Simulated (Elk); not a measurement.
Band structure of YbZn (Pm-3m, 2 atoms in the cell).

```xyz
2
Lattice="3.6118 0.0000 0.0000 0.0000 3.6118 0.0000 0.0000 0.0000 3.6118" Properties=species:S:1:pos:R:3 pbc="T T T"
Yb     0.0000     0.0000     0.0000
Zn     1.8059     1.8059     1.8059
```

Level of theory: PBEsol, all-electron FP-LAPW, Elk's shipped species files, APW+lo basis with extra local orbitals run with Elk.

Settings: xctype = 22; rgkmax = 8; swidth = 0.00367493 Ha; ngridk = 12 12 12; gmaxvr = 16 1/bohr; nxlo = 2; lorbcnd = true; lmaxi = 2; maxscl = 100.

The starting cell comes from a database of computed structures (which also holds hypothetical and non-ambient phases and stackings), without a prior relaxation at this level. Spin-orbit coupling is off. Spin polarisation is off. Values depend on the basis (sphere radii, cutoffs, local orbitals), which need not be converged.

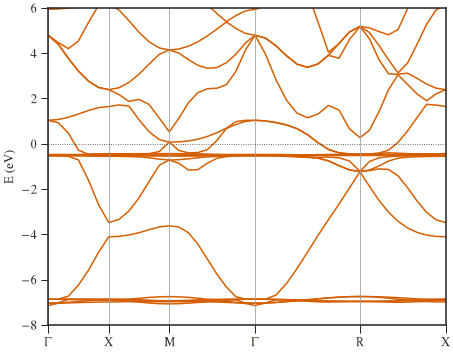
*Bands along the path, energies from the Fermi level.*

Levels in eV from the Fermi level, bands 18 to 25:
| point | 18 | 19 | 20 | 21 | 22 | 23 | 24 | 25 |
|---|---|---|---|---|---|---|---|---|
| Γ | -0.52 | -0.52 | -0.47 | 1.04 | 1.04 | 4.79 | 4.79 | 4.79 |
| X | -0.50 | -0.48 | -0.44 | -0.44 | 1.64 | 2.39 | 2.39 | 6.13 |
| M | -0.52 | -0.45 | -0.43 | 0.07 | 0.07 | 0.53 | 4.14 | 4.14 |
| R | -0.51 | -0.51 | -0.46 | -0.46 | -0.46 | 0.27 | 5.18 | 5.18 |

Bands cross the Fermi level along this path, so the cell is metallic at this level.
